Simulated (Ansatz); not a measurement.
# A hypothetical structure for AgRuS2

This structure for AgRuS2 is made up. Its elements were placed in a known structure type with a cell scaled to their sizes. What cell does the guess relax to, and how far off was it?

Program: Ansatz 0.2.0. Level of theory: DFT, PBE, plane-wave PAW, files of the set soft_1, scalar-relativistic, no spin, cell and ions relaxed at zero pressure; PAW set soft_1, in the first sound run; inputs show where later runs differ. Results are calculated unless marked as measured.

### 1. Set-up

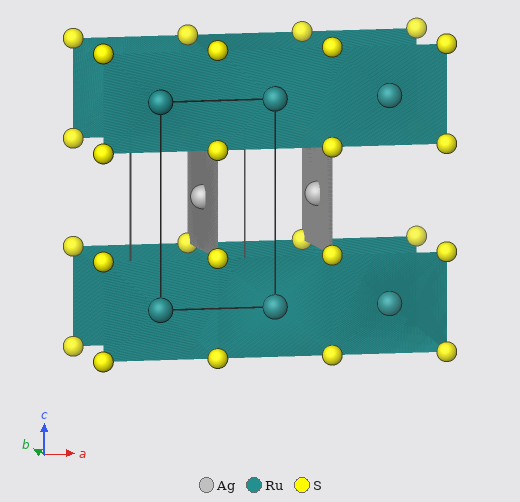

The cell as given, slightly off an axis (silver light grey, ruthenium teal, sulfur yellow). 2×1×1 cells are drawn. Some periodic images of atoms are drawn too.

### 2. Relaxing cell and atoms

The guessed cell has no reason to be at equilibrium. It is relaxed with the atoms, within the space group of the guess.

input.yaml reads:

```yaml
crystal:
  lattice:
    - [3.589, 0.0, 0.0]
    - [0.0, 3.95, 0.0]
    - [0.0, 0.0, 6.393]
  atoms:
    - { symbol: Ag, position: [0.5, 0.5, 0.5] }
    - { symbol: Ru, position: [0.0, 0.0, 0.0] }
    - { symbol: S, position: [0.5, 0.0, 0.7597] }
    - { symbol: S, position: [0.5, 0.0, 0.2403] }
kpoints:
  mp_grid: { grid: [8, 7, 4] }
scf:
  occupations: { method: fermi_dirac, width: 0.05 }
hamiltonian:
  xc: pbe
  pseudopotentials: { kind: paw, azcp: { folder: soft_1 } }
relax:
  f_tol: 0.015
  max_steps: 70
  cell: {}
output:
  forces: true
  stress: true
```

Command:

```
$ ansatz run input.yaml --threads 4 --pin off --max-ram 10240MiB --backend cpu --events-out ev --progress --plain --runs-dir out
```

Numbers of over 12 decimals in the logs are rounded to 6 here.

Output:

```text
Engine: ansatz 0.2.0, x86_64-unknown-linux-gnu
Pseudopotentials: kind: paw
Pseudopotential: Ag, paw, valence charge 19, recommended cutoff 420 eV (normal), soft_1/Ag.paw.azcp
Pseudopotential: Ru, paw, valence charge 16, recommended cutoff 420 eV (normal), soft_1/Ru.paw.azcp
Pseudopotential: S, paw, valence charge 6, recommended cutoff 420 eV (normal), soft_1/S.paw.azcp
Functional definition: PBE
  parameter kappa = 0.804
  parameter beta = 0.066725
  exchange = pbe_x(kappa = kappa, mu = beta*pi^2/3)
  correlation = pbe_c(beta = beta)
Crystal: 4 atoms, lattice volume = 90.631 Å³
Basis set: ecut = 420 eV, 1747 PW (Γ), exchange–correlation on 48×54×90 points (8 copies of the dense FFT grid, shifted against one another)
Bands: 29, of which v1, the nominal top of the filled ones, is band 24 counted from 1 (23 counted from 0)
Symmetry: 8 space group operations
Space group: Pmmm (ITA 47), of the structure as read, at distance tolerance 4.5e-5 Å
k-points: 60 of 224
Non-local potential: Ag, projectors of the file, l = 0: 3, l = 1: 2, l = 2: 2, l = 3: 1
Non-local potential: Ru, projectors of the file, l = 0: 3, l = 1: 2, l = 2: 2, l = 3: 1
Non-local potential: S, projectors of the file, l = 0: 2, l = 1: 2, l = 2: 1
PAW form: soft (Blöchl's): semilocal exchange-correlation on the pseudo side does not see the compensation charge
PAW one-centre angular grid: Ag, 590 points (default); XC on 64 Gauss nodes
PAW one-centre angular grid: Ru, 590 points (default); XC on 64 Gauss nodes
PAW one-centre angular grid: S, 110 points (default); XC on 64 Gauss nodes
Initial density: superposition of atomic densities (chi_scale 0.1, normalization cell, long waves kept (reshape's long-wave potential 0.11 eV rms))
Initial wavefunctions: pseudopotential atomic-orbital guess
Functional: x = pbe(κ = 0.804, μ = 0.219515), c = pbe(β = 0.066725)
SCF iter   1: F=—  HF=-15273.614144 eV  |F-HF|=—  |Δ(HF+E_count)|=         —  Δρ=6.78e-2  dr2=7.19e0  ethr=3.10e-3  ⟨swp⟩=6.5  Hψ=7910  notcnv=0
preconditioner: auto → LDOS  [metal: Δε(μ)=0.005 eV  Ē_g=7.942 eV  σ=0.050 eV  W_gap=0.02  n_scr=20 (ndim 8)  ℏωp=21.7 eV  f_vac=0.014  D(μ)=5.79/eV (n_scr^D=56)  β→1.0]
SCF iter   2: F=—  HF=-15272.979585 eV  |F-HF|=—  |Δ(HF+E_count)|=   6.35e-1  Δρ=3.20e-2  dr2=8.36e-1  ethr=3.10e-3  ⟨swp⟩=3.0  Hψ=3737  notcnv=0  defer=2
SCF iter   3: F=—  HF=-15272.945377 eV  |F-HF|=—  |Δ(HF+E_count)|=   3.42e-2  Δρ=2.72e-2  dr2=7.36e-1  ethr=1.78e-3  ⟨swp⟩=3.0  Hψ=4122  notcnv=0  defer=5
SCF iter   4: F=—  HF=-15272.803927 eV  |F-HF|=—  |Δ(HF+E_count)|=   1.41e-1  Δρ=5.58e-3  dr2=3.10e-2  ethr=1.57e-3  ⟨swp⟩=2.0  Hψ=2862  notcnv=0  defer=5
SCF iter   5: F=—  HF=-15272.801426 eV  |F-HF|=—  |Δ(HF+E_count)|=   2.50e-3  Δρ=1.30e-3  dr2=9.89e-4  ethr=6.59e-5  ⟨swp⟩=2.9  Hψ=3709  notcnv=0  defer=5
SCF iter   6: F=—  HF=-15272.801403 eV  |F-HF|=—  |Δ(HF+E_count)|=   2.35e-5  Δρ=3.77e-4  dr2=9.44e-5  ethr=2.10e-6  ⟨swp⟩=2.8  Hψ=3330  notcnv=0  defer=5
SCF iter   7: F=—  HF=-15272.801505 eV  |F-HF|=—  |Δ(HF+E_count)|=   1.02e-4  Δρ=8.08e-5  dr2=4.75e-6  ethr=2.01e-7  ⟨swp⟩=2.4  Hψ=2690  notcnv=0  defer=5
SCF iter   8: F=—  HF=-15272.801507 eV  |F-HF|=—  |Δ(HF+E_count)|=   2.58e-6  Δρ=4.81e-5  dr2=1.30e-6  ethr=1.01e-8  ⟨swp⟩=2.0  Hψ=2905  notcnv=0  defer=5
SCF iter   9: F=-15272.801507 eV  HF=-15272.801507 eV  |F-HF|=2.04e-8  |Δ(HF+E_count)|=   6.59e-8  Δρ=7.53e-6  dr2=5.81e-8  ethr=2.13e-10  ⟨swp⟩=3.6  Hψ=7420  notcnv=0
SCF 1 converged in 9 iterations: F = -15272.801507 eV  dr2 = 5.81e-8
  greatest PAW one-centre occupation: 1.001 electrons in one spin orbital (limit 2), on the Ag atom at site 0 (counted from 0), in its partial waves of l = 0
relax step   1: F+E_penalty+E_count = -15272.80150726 eV  Δ(F+E_penalty+E_count) = +0.000e0 eV  max|allowed force component| = 4.760e-1 eV/Å  Δτ_max = 0.0000 Å  P = -6.011 GPa  Ω = 90.631 Å³  (9 SCF iters, dr2 threshold 1.00e-7 eV, accepted)
Crystal: 4 atoms, lattice volume = 84.432 Å³
Basis set: ecut = 420 eV, 1667 PW (Γ), exchange–correlation on 48×54×90 points (8 copies of the dense FFT grid, shifted against one another)
Initial density: handed on by an earlier stage of this run
Initial wavefunctions: those handed on with the density
iter 1 solved again at ethr=5.29e-5 eV; its pass at ethr=3.10e-3 eV (dr2=2.49e-2 eV) is discarded
SCF iter   1: F=—  HF=-15273.027067 eV  |F-HF|=—  |Δ(HF+E_count)|=         —  Δρ=5.66e-3  dr2=2.58e-2  ethr=5.29e-5  ⟨swp⟩=2.0  Hψ=9916  notcnv=0
preconditioner: auto → LDOS  [metal: Δε(μ)=0.011 eV  Ē_g=8.016 eV  σ=0.050 eV  W_gap=0.06  n_scr=20 (ndim 8)  ℏωp=22.5 eV  f_vac=0.024  D(μ)=3.94/eV (n_scr^D=36)  β→1.0]
SCF iter   2: F=—  HF=-15273.025225 eV  |F-HF|=—  |Δ(HF+E_count)|=   1.84e-3  Δρ=3.96e-3  dr2=9.99e-3  ethr=5.29e-5  ⟨swp⟩=2.0  Hψ=3358  notcnv=0
SCF iter   3: F=—  HF=-15273.023015 eV  |F-HF|=—  |Δ(HF+E_count)|=   2.21e-3  Δρ=1.11e-3  dr2=1.05e-3  ethr=2.12e-5  ⟨swp⟩=2.0  Hψ=3097  notcnv=0
SCF iter   4: F=—  HF=-15273.022864 eV  |F-HF|=—  |Δ(HF+E_count)|=   1.51e-4  Δρ=4.10e-4  dr2=2.03e-4  ethr=2.24e-6  ⟨swp⟩=2.1  Hψ=2636  notcnv=0
SCF iter   5: F=—  HF=-15273.022865 eV  |F-HF|=—  |Δ(HF+E_count)|=   1.04e-6  Δρ=1.28e-4  dr2=2.46e-5  ethr=4.33e-7  ⟨swp⟩=2.5  Hψ=2647  notcnv=0
SCF iter   6: F=—  HF=-15273.022864 eV  |F-HF|=—  |Δ(HF+E_count)|=   9.61e-7  Δρ=2.58e-5  dr2=7.79e-7  ethr=5.24e-8  ⟨swp⟩=2.0  Hψ=1989  notcnv=0
SCF iter   7: F=-15273.022864 eV  HF=-15273.022864 eV  |F-HF|=2.48e-9  |Δ(HF+E_count)|=   7.68e-8  Δρ=7.38e-6  dr2=3.17e-8  ethr=8.51e-10  ⟨swp⟩=5.0  Hψ=6317  notcnv=0
SCF 2 converged in 7 iterations: F = -15273.022864 eV  dr2 = 3.17e-8
relax step   2: F+E_penalty+E_count = -15273.02286409 eV  Δ(F+E_penalty+E_count) = -2.214e-1 eV  max|allowed force component| = 2.223e-2 eV/Å  Δτ_max = 0.0317 Å  P = -2.079 GPa  Ω = 84.432 Å³  energy of the carried Pulay correction = +2.331e-3 eV  (7 SCF iters, dr2 threshold 4.00e-7 eV, accepted)
Crystal: 4 atoms, lattice volume = 80.794 Å³
Basis set: ecut = 420 eV, 1581 PW (Γ), exchange–correlation on 48×54×90 points (8 copies of the dense FFT grid, shifted against one another)
iter 1 solved again at ethr=2.92e-5 eV; its pass at ethr=3.10e-3 eV (dr2=1.37e-2 eV) is discarded
SCF iter   1: F=—  HF=-15273.135252 eV  |F-HF|=—  |Δ(HF+E_count)|=         —  Δρ=4.65e-3  dr2=1.41e-2  ethr=2.92e-5  ⟨swp⟩=1.6  Hψ=10112  notcnv=0
preconditioner: auto → LDOS  [metal: Δε(μ)=0.028 eV  Ē_g=8.209 eV  σ=0.050 eV  W_gap=0.14  n_scr=16 (ndim 8)  ℏωp=23.0 eV  f_vac=0.019  D(μ)=3.36/eV (n_scr^D=36)  β→1.0]
SCF iter   2: F=—  HF=-15273.134542 eV  |F-HF|=—  |Δ(HF+E_count)|=   7.10e-4  Δρ=2.93e-3  dr2=5.22e-3  ethr=2.92e-5  ⟨swp⟩=2.0  Hψ=3340  notcnv=0
SCF iter   3: F=—  HF=-15273.133472 eV  |F-HF|=—  |Δ(HF+E_count)|=   1.07e-3  Δρ=1.05e-3  dr2=7.61e-4  ethr=1.11e-5  ⟨swp⟩=2.0  Hψ=3067  notcnv=0
SCF iter   4: F=—  HF=-15273.133330 eV  |F-HF|=—  |Δ(HF+E_count)|=   1.42e-4  Δρ=2.81e-4  dr2=7.17e-5  ethr=1.62e-6  ⟨swp⟩=2.1  Hψ=2515  notcnv=0
SCF iter   5: F=—  HF=-15273.133307 eV  |F-HF|=—  |Δ(HF+E_count)|=   2.33e-5  Δρ=7.73e-5  dr2=8.55e-6  ethr=1.53e-7  ⟨swp⟩=2.7  Hψ=2816  notcnv=0
SCF iter   6: F=-15273.133307 eV  HF=-15273.133308 eV  |F-HF|=1.67e-7  |Δ(HF+E_count)|=   8.95e-7  Δρ=1.82e-5  dr2=2.71e-7  ethr=8.51e-10  ⟨swp⟩=4.0  Hψ=7478  notcnv=0
SCF 3 converged in 6 iterations: F = -15273.133307 eV  dr2 = 2.71e-7
relax step   3: F+E_penalty+E_count = -15273.13330739 eV  Δ(F+E_penalty+E_count) = -1.104e-1 eV  max|allowed force component| = 4.670e-2 eV/Å  Δτ_max = 0.0244 Å  P = -0.212 GPa  Ω = 80.794 Å³  energy of the carried Pulay correction = +3.777e-3 eV  (6 SCF iters, dr2 threshold 4.00e-7 eV, accepted)
[... from here on, the SCF cycles and remarks between the steps are left out ...]
relax step   4: F+E_penalty+E_count = -15273.22482495 eV  Δ(F+E_penalty+E_count) = -9.152e-2 eV  max|allowed force component| = 2.675e-2 eV/Å  Δτ_max = 0.0485 Å  P = +0.035 GPa  Ω = 78.768 Å³  energy of the carried Pulay correction = +4.610e-3 eV  (6 SCF iters, dr2 threshold 4.00e-7 eV, accepted)
relax step   5: F+E_penalty+E_count = -15273.28919592 eV  Δ(F+E_penalty+E_count) = -6.437e-2 eV  max|allowed force component| = 3.716e-2 eV/Å  Δτ_max = 0.0472 Å  P = +0.385 GPa  Ω = 76.620 Å³  energy of the carried Pulay correction = +5.515e-3 eV  (6 SCF iters, dr2 threshold 4.00e-7 eV, accepted)
relax step   6: F+E_penalty+E_count = -15273.29438099 eV  Δ(F+E_penalty+E_count) = -5.185e-3 eV  max|allowed force component| = 5.022e-2 eV/Å  Δτ_max = 0.0550 Å  P = +1.158 GPa  Ω = 74.611 Å³  energy of the carried Pulay correction = +6.383e-3 eV  (6 SCF iters, dr2 threshold 4.00e-7 eV, accepted)
relax step   7: F+E_penalty+E_count = -15273.30382243 eV  Δ(F+E_penalty+E_count) = -9.441e-3 eV  max|allowed force component| = 1.715e-2 eV/Å  Δτ_max = 0.0207 Å  P = -0.537 GPa  Ω = 76.170 Å³  energy of the carried Pulay correction = +5.708e-3 eV  (6 SCF iters, dr2 threshold 4.00e-7 eV, accepted)
relax step   8: F+E_penalty+E_count = -15273.30581247 eV  Δ(F+E_penalty+E_count) = -1.990e-3 eV  max|allowed force component| = 7.811e-3 eV/Å  Δτ_max = 0.0021 Å  P = -0.002 GPa  Ω = 75.895 Å³  energy of the carried Pulay correction = +5.826e-3 eV  (5 SCF iters, dr2 threshold 4.00e-7 eV, accepted)
relax step   9: F+E_penalty+E_count = -15273.30654717 eV  Δ(F+E_penalty+E_count) = -7.347e-4 eV  max|allowed force component| = 8.501e-3 eV/Å  Δτ_max = 0.0000 Å  P = +0.029 GPa  Ω = 75.895 Å³  stress off target by 1.16e-1 GPa  SCF on the basis re-selected at this cell (its energy is not comparable with the rows above)  (7 SCF iters)
relax step  10: F+E_penalty+E_count = -15273.30663037 eV  Δ(F+E_penalty+E_count) = -8.320e-5 eV  max|allowed force component| = 3.585e-3 eV/Å  Δτ_max = 0.0027 Å  P = -0.018 GPa  Ω = 75.896 Å³  energy of the carried Pulay correction = -1.539e-5 eV  (5 SCF iters, dr2 threshold 3.36e-8 eV, accepted)
iter 1 solved again at ethr=4.51e-7 eV; its pass at ethr=3.10e-3 eV (dr2=2.12e-4 eV) is discarded
SCF iter   1: F=—  HF=-15273.306565 eV  |F-HF|=—  |Δ(HF+E_count)|=         —  Δρ=1.98e-5  dr2=1.55e-8  ethr=4.51e-7  ⟨swp⟩=3.8  Hψ=13004  notcnv=0
eigensolver tolerance schedule: the retry pair's looser diagonalisation over-reported the residual by 13632.80 of it (diagonalisation noise at an unbounded share of the residual, at the tolerance the schedule requests for it); recorded, not acted on — ethr = c·dr2/N_el stays at c = 1.0e-1
preconditioner: auto → LDOS  [metal: Δε(μ)=0.057 eV  Ē_g=8.254 eV  σ=0.050 eV  W_gap=0.27  n_scr=16 (ndim 8)  ℏωp=23.7 eV  f_vac=0.029  D(μ)=1.86/eV (n_scr^D=12)  β→1.0]
SCF iter   2: F=—  HF=-15273.306654 eV  |F-HF|=—  |Δ(HF+E_count)|=   8.89e-5  Δρ=3.58e-6  dr2=1.97e-8  ethr=3.31e-11  ⟨swp⟩=3.9  Hψ=4437  notcnv=0
SCF iter   3: F=—  HF=-15273.306654 eV  |F-HF|=—  |Δ(HF+E_count)|=   4.56e-9  Δρ=1.60e-6  dr2=1.88e-9  ethr=3.31e-11  ⟨swp⟩=2.6  Hψ=3271  notcnv=0
SCF iter   4: F=-15273.306654 eV  HF=-15273.306654 eV  |F-HF|=1.09e-11  |Δ(HF+E_count)|=  4.98e-10  Δρ=2.52e-7  dr2=2.76e-11  ethr=1.00e-12  ⟨swp⟩=4.0  Hψ=8433  notcnv=0
SCF 11 converged in 4 iterations: F = -15273.306654 eV  dr2 = 2.76e-11
relax step  11: F+E_penalty+E_count = -15273.30665432 eV  Δ(F+E_penalty+E_count) = -2.395e-5 eV  max|allowed force component| = 3.581e-3 eV/Å  Δτ_max = 0.0000 Å  P = -0.018 GPa  Ω = 75.896 Å³  stress off target by 3.77e-2 GPa  SCF on the basis re-selected at this cell (its energy is not comparable with the rows above)  (4 SCF iters)
basis re-selected at this cell: Δ(F+E_penalty+E_count) = -2.395e-5 eV, ΔP = +0.000 GPa vs the last step (what re-selecting the basis moved, of the pressure what is left beyond the Pulay correction that the steps carried, after the strain that the cell walked since its last selection, with what the two solves' SCF thresholds leave and, on support functions, any second-order correction that the steps lacked; it is no m [...]
SCF converged after 4 iterations
Free energy (F): -15273.306654 eV
Harris-Foulkes:  -15273.306654 eV  (|F-HF|=1.09e-11)
Internal energy: -15273.291036 eV  (E = F + TS)
E sigma→0 (E₀):  -15273.298845 eV
Entropy (-TS):   -0.015618 eV (-3.905 meV/atom)
Fermi energy:    11.042472 eV
--- Per-component energies (eV) ---
  E_band       = -549.397191
  E_kinetic    = 1138.460395
  E_local      = -5190.093229  (includes V_loc(G=0)·N_el)
  E_nonlocal   = 516.170393
  E_hartree    = 2186.159712
  E_xc         = -504.622596
  E_vxc        = -578.733859  (∫ρ·V_xc dr)
  E_paw        = -8675.301209  (= ΣΔE_a)
  E_vpaw       = -807.521027  (= ΣTr[D̂ρ^β])
  E_aug_tail   = 0.001010  (compensation charges beyond the density's cutoff)
  E_ewald      = -4744.065512
  E_smearing   = -0.015618  (= −TS)
  E_closure    = 0.000000  (closes the sum)
  Σ components = -15273.306654   (vs F -15273.306654, Δ=0.00e0)
--- Forces (eV/Å), atoms counted from 1 ---
  atom   1  Ag    -0.00000000     0.00000000     0.00000000
  atom   2  Ru     0.00000000     0.00000000     0.00000000
  atom   3  S      0.00000000     0.00000000    -0.00358111
  atom   4  S     -0.00000000    -0.00000000     0.00358111
  max |Σ_I F_I| component: 4.58e-29 eV/Å
--- Stress (GPa, compression-positive) ---
       -0.018403       0.000000       0.000000
        0.000000      -0.037689      -0.000000
        0.000000      -0.000000       0.000914
  P = ⅓ Tr σ = -0.0184 GPa (-0.184 kbar)
--- Relaxed structure (9 steps of the walk, 9 accepted, 2 SCFs on fresh bases) ---
  F+E_penalty+E_count = -15273.30665432 eV   max|allowed force component| = 3.581e-3 eV/Å   (the final SCF, on the basis selected at the relaxed cell)
  cell:  # Å, volume = 75.8956 Å³
    - [3.510645, 0, -1.6270953896321555e-17]
    - [0, 3.064449, 0]
    - [-2.8983061649257094e-17, 0, 7.054685]
  atoms:
    - { symbol: Ag, position: [0.500000, 0.500000, 0.500000] }
    - { symbol: Ru, position: [0, 0, 4.070209938941359e-19] }
    - { symbol: S, position: [0.500000, 0, 0.788878] }
    - { symbol: S, position: [0.500000, 0, 0.211122] }
```

Wall time 6.2 s (4 threads of AMD EPYC 9R45 (Zen 5), shared host); peak memory 0.63 GiB.

This run has no spin polarisation although its electron count is odd.

Step by step:

```
step  energy less that of the first step (eV)  largest force component (eV/Å)  pressure (GPa)  volume (Å³)
   1                                   0.0000                          0.4760           -6.01        90.63
   2                                  -0.2214                          0.0222           -2.08        84.43
   3                                  -0.3318                          0.0467           -0.21        80.79
   4                                  -0.4233                          0.0268            0.04        78.77
   5                                  -0.4877                          0.0372            0.38        76.62
   6                                  -0.4929                          0.0502            1.16        74.61
   7                                  -0.5023                          0.0171           -0.54        76.17
   8                                  -0.5043                          0.0078            0.00        75.90
  9*                                  -0.5050                          0.0085            0.03        75.90
  10                                  -0.5051                          0.0036           -0.02        75.90
 11*                                  -0.5051                          0.0036           -0.02        75.90
```

Relaxation steps marked * repeat the geometry before them on a plane-wave basis chosen anew for their cell, so energy and pressure can jump there.

The run keeps the 8 symmetry operations that it works with, so distortions that break them were not tested.

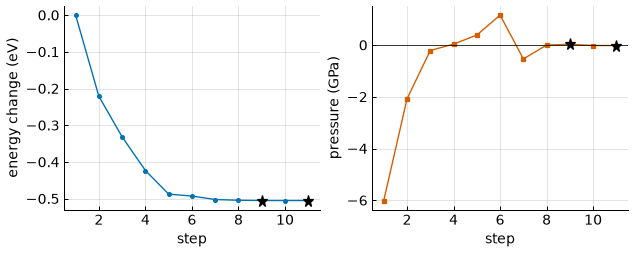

Energy and pressure along the relaxation. Stars mark steps on a basis chosen anew.

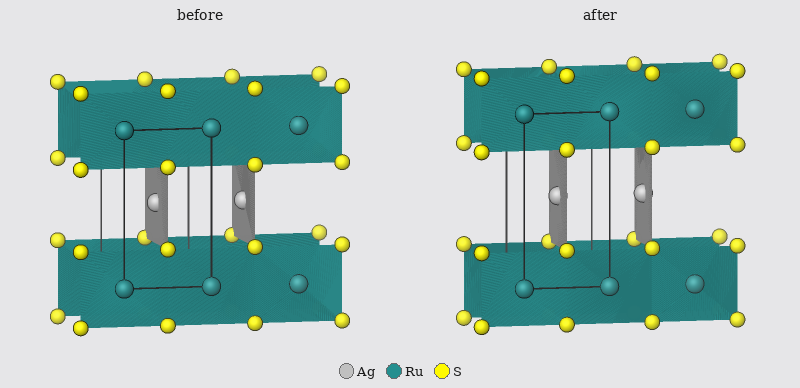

The structure before and after the relaxation, drawn at the same scale.

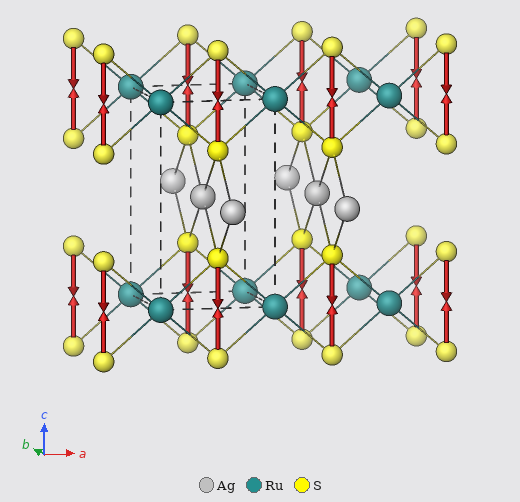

Displacements in the relaxation, exaggerated, measured against the changing cell; the longest in the cell stands for 0.21 Å. 2×1×1 cells are drawn. Some periodic images of atoms are drawn too.

```
     cell as run  before  after   change
           a (Å)   3.589  3.511   -2.2 %
           b (Å)   3.950  3.064  -22.4 %
           c (Å)   6.393  7.055  +10.4 %
volume (Å³/atom)   22.66  18.97  -16.3 %
```

The atoms that moved most (Å, as changes of fractional coordinates times the final cell):

```
atom     dx     dy      dz  length
  S3  0.000  0.000   0.206   0.206
  S4  0.000  0.000  -0.206   0.206
```

The relaxed structure:

```xyz
4
Lattice="3.5106 0.0000 0.0000 0.0000 3.0644 0.0000 0.0000 0.0000 7.0547" Properties=species:S:1:pos:R:3 pbc="T T T"
Ag    1.7553    1.5322    3.5273
Ru    0.0000    0.0000    0.0000
S     1.7553    0.0000    5.5653
S     1.7553    0.0000    1.4894
```

Numbers from this step:

```
free energy             : -15273.3067 eV
energy at zero smearing : -15273.2988 eV
smearing term TS        : 0.01562 eV
Fermi energy            : 11.04 eV
electrons               : 47
symmetry operations     : 8
pressure                : -0.01839 GPa
```

Shortest distances by pair of elements, guess and relaxed (not always the same contact):

```
 pair  guess (Å)  relaxed (Å)
 Ru–S      2.362        2.302
 Ag–S      2.580        2.550
  S–S      3.072        2.979
Ag–Ag      3.589        3.064
Ru–Ru      3.589        3.064
```

The relaxation ends with a largest force component of 0.0036 eV/Å and a pressure of -0.02 GPa.

(Continued in part 2 of 2.)

[Logs are printed without paths, hosts, clocks, repeated set-up lines and the standing remarks that a program may print on its own settings, such as how far it seeks lower states.]

[Hosts, paths, dates, database ids (printed as entryN), source tags and the programs' standing remarks are cut or masked in the printed files.]
